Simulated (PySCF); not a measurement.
# C₃H₄F₄SeSi: electronic excitations

What electronic excitations should C₃H₄F₄SeSi (`FC(F)[C@@H]1[Se][C@H](F)[Si@@H]1F`) show?

The runs use PySCF 2.14.0, with density-fitted response routines of our own; the level of theory stands in each step. All values are computed, except where a source is named. Atoms count from 0, in the outputs and in this text.

**1. Starting geometry**

13 atoms, charge 0, multiplicity 1; geometry from: GFN2-xTB.

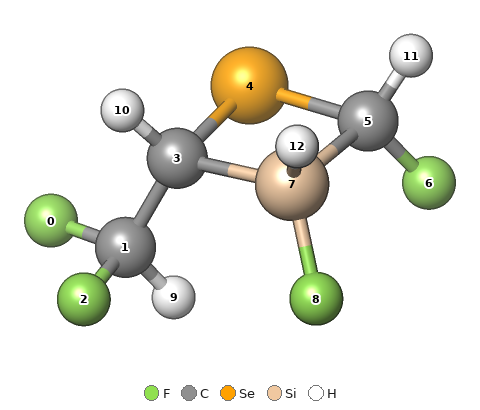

As it starts; fluorine green, carbon grey, selenium orange, silicon light orange, hydrogen white, atoms numbered.

**2. Ultraviolet spectrum: wB97X-D/def2-SVPD**

Job settings and geometry (Å):

```
{"job": {"kind": "uv", "xc": "wB97X-D", "basis": "def2-SVPD", "nstates": 8, "ntriplets": 3}, "charge": 0, "multiplicity": 1}
F     -2.329413    -1.573598    -0.789485
C     -1.745983    -0.514234    -0.178276
F     -2.583927     0.538204    -0.367916
C     -0.397535    -0.219510    -0.788970
Se     0.919729    -1.673473    -0.400695
C      1.899760    -0.217042     0.575151
F      1.958179    -0.465760     1.917343
Si     0.627842     1.148416     0.074140
F     -0.124172     1.680173     1.382856
H     -1.711096    -0.726073     0.899867
H     -0.527574    -0.116232    -1.867366
H      2.931662    -0.144515     0.225464
H      1.078141     2.284130    -0.699841
```

With the program's defaults for keys left out, this is: TDDFT wB97X-D/def2-SVPD, vertical, gas phase, core orbitals frozen in the response.

Run with:

```sh
OMP_NUM_THREADS=1 python probes_run.py task.json out
```

One launch serves the whole session: the jobs run in the order shown.

The log of the run:

```text
coarse grid: 60376 points
cycle   1  E = -3206.1550924346  dE =  3.507e-01  |g| = 9.950e-01  |ddm| = 4.795e+00
cycle   2  E = -3206.1011859590  dE =  5.391e-02  |g| = 1.229e+00  |ddm| = 2.132e+00
cycle   3  E = -3206.3474550473  dE = -2.463e-01  |g| = 7.836e-02  |ddm| = 1.056e+00
cycle   4  E = -3206.3485716233  dE = -1.117e-03  |g| = 3.116e-02  |ddm| = 1.454e-01
cycle   5  E = -3206.3487904937  dE = -2.189e-04  |g| = 1.153e-02  |ddm| = 5.816e-02
cycle   6  E = -3206.3488210078  dE = -3.051e-05  |g| = 2.777e-03  |ddm| = 1.832e-02
cycle   7  E = -3206.3488239821  dE = -2.974e-06  |g| = 8.756e-04  |ddm| = 6.801e-03
final grid: 126528 points
cycle   8  E = -3206.3483228537  dE = -1.491e-06  |g| = 1.094e-03  |ddm| = 1.288e-02
cycle   9  E = -3206.3483229013  dE = -4.757e-08  |g| = 1.215e-03  |ddm| = 2.528e-03
cycle  10  E = -3206.3483231516  dE = -2.503e-07  |g| = 1.025e-04  |ddm| = 9.879e-04
cycle  11  E = -3206.3483231600  dE = -8.431e-09  |g| = 6.547e-05  |ddm| = 3.958e-04
cycle  12  E = -3206.3483231623  dE = -2.260e-09  |g| = 1.842e-05  |ddm| = 1.881e-04
cycle  13  E = -3206.3483231625  dE = -2.337e-10  |g| = 7.345e-06  |ddm| = 5.988e-05
converged SCF energy = -3206.3483231625

Static polarisability (au): isotropic 86.163, principal 72.608 90.908 94.972

Singlet excitations
state   eV       nm        f      main configurations
  1   4.3664    284.0   0.00058   H->L 0.94
  2   5.8171    213.1   0.00933   H->L+1 0.82, H-1->L 0.11
  3   5.9933    206.9   0.00963   H->L+2 0.87
  4   6.1279    202.3   0.05141   H-1->L 0.83, H->L+1 0.11
  5   6.7000    185.1   0.00378   H-1->L+1 0.89
  6   6.9941    177.3   0.06019   H->L+3 0.80, H-2->L 0.10
  7   7.0132    176.8   0.04675   H-2->L 0.84, H->L+3 0.09
  8   7.3819    168.0   0.00271   H-2->L+1 0.88

Triplet excitations (Tamm-Dancoff, eV): 3.9335 5.2732 5.3221
```

Run time: 2.8 min. Hardware: 1 thread of Arm Neoverse N1, shared host; peak memory 1.1 GiB.

The orbitals next to the gap, with their largest atomic shares:

```
orbital      eV                        atoms
 HOMO−3  -11.83   Se4 30 %, C3 24 %, F6 14 %
 HOMO−2  -11.26    C3 23 %, C5 19 %, F6 17 %
 HOMO−1  -10.41   Se4 36 %, C5 21 %, F6 13 %
   HOMO   -9.15     Se4 73 %, C3 9 %, C5 7 %
   LUMO    0.31   Se4 49 %, C3 14 %, C5 13 %
 LUMO+1    0.97  Si7 34 %, Se4 12 %, C5 11 %
 LUMO+2    1.40    Se4 64 %, C5 10 %, C3 8 %
```

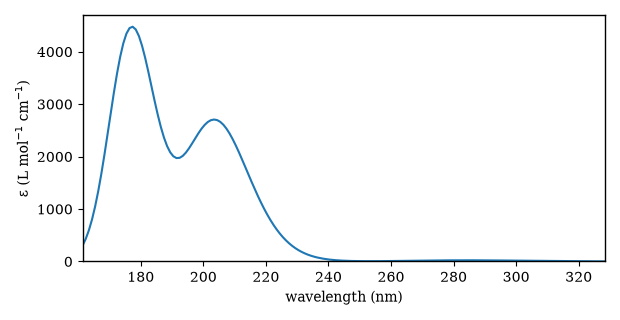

Absorption spectrum: each of the 8 states is a Gaussian band of 0.4 eV half-width at 1/e. Beyond the last state computed it falls off for lack of states.

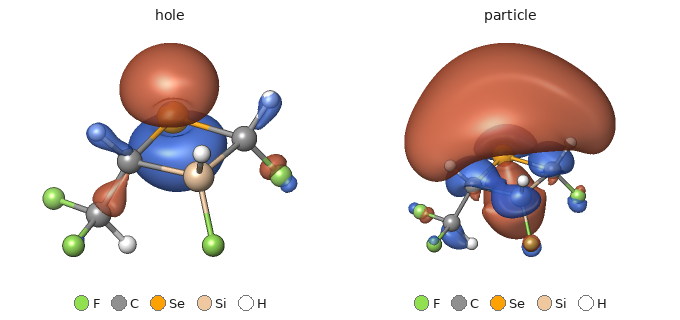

Leading natural transition orbitals of singlet state 6: the electron leaves the hole (left) for the particle orbital (right).

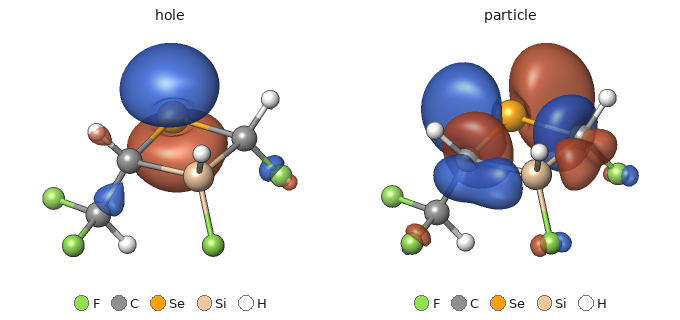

Leading natural transition orbitals of singlet state 1: the electron leaves the hole (left) for the particle orbital (right).

Further results of this job:

```
           property  computed
  dipole moment (D)      3.17
polarisability (Å³)     12.77
 HOMO–LUMO gap (eV)      9.47
      −ε(HOMO) (eV)      9.15
```

The fields below are evaluated on a grid from the run's orbitals.

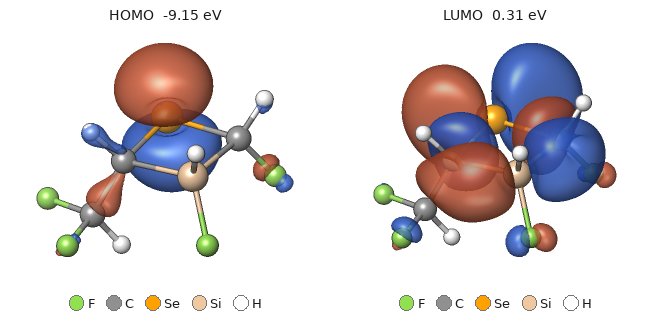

Frontier orbitals at wB97X-D/def2-SVPD; each surface holds 70 % of the orbital's density, blue and red mark the sign.

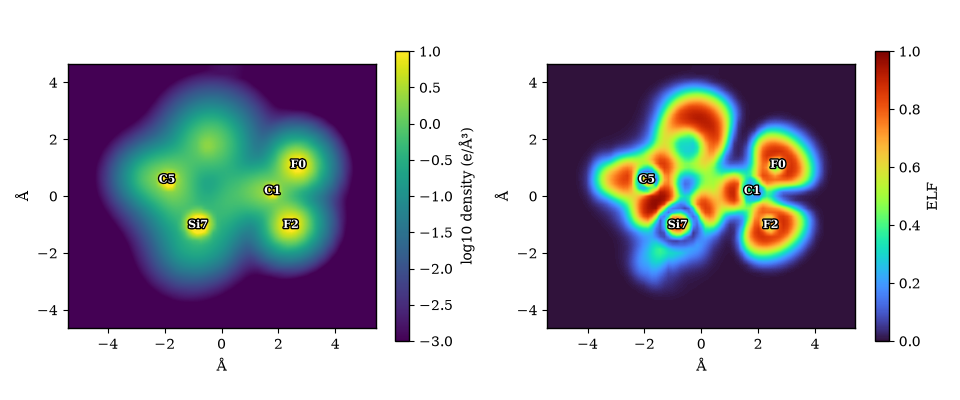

Density (left) and ELF (right) in a plane through or near 5 of the atoms.

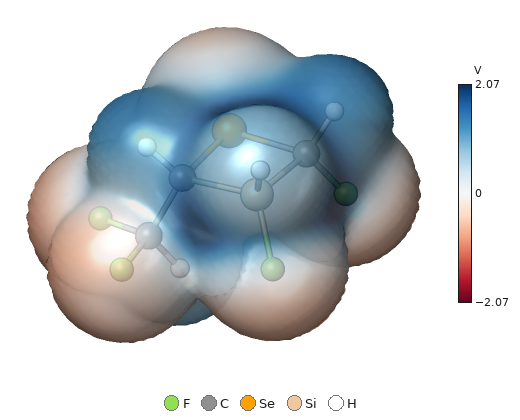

The potential that a unit positive charge feels on the 0.002 e/bohr³ surface, from -0.78 V near F0 to 2.07 V near H12.

**3. Results**

| quantity | value |
| --- | --- |
| lowest singlet (wB97X-D/def2-SVPD) | 4.37 eV (284 nm), f = 0.001 |
| brightest single state of those computed | state 6, 6.99 eV, f = 0.060 |
| lowest triplet | 3.93 eV |
| surface potential, least and greatest | -0.78 V and 2.07 V |

In words: The lowest singlet, at 4.37 eV, is HOMO→LUMO 0.94 and is dark; of the 8 states computed, the strongest absorption comes from states 6 to 7 together at 6.99 eV. The lowest triplet lies 0.43 eV below the lowest singlet (triplets in Tamm-Dancoff, singlets in full TDDFT).
